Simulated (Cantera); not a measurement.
Feed: 1 mol PbO, 0.56 mol H2O, held at 1698 K.

Method: chemical equilibrium by Gibbs-energy minimisation in Cantera with the NASA 1993 tables (ideal gas, pure condensed phases). Candidate condensed phases: H2O, Pb, PbO, PbO2, Pb3O4; 12 gas species. Gases not in the tables: (PbO)n polymers. The numbers say what is thermodynamically allowed, not how fast it happens.

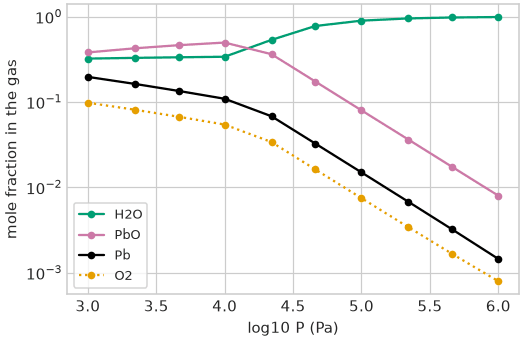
Fig. 1. Equilibrium gas composition (values under 1e-9 drawn at 1e-9)

From 10.0 mbar to 0.100 bar nothing is condensed. From 0.220 bar to 10.0 bar the condensed part is PbO(l).
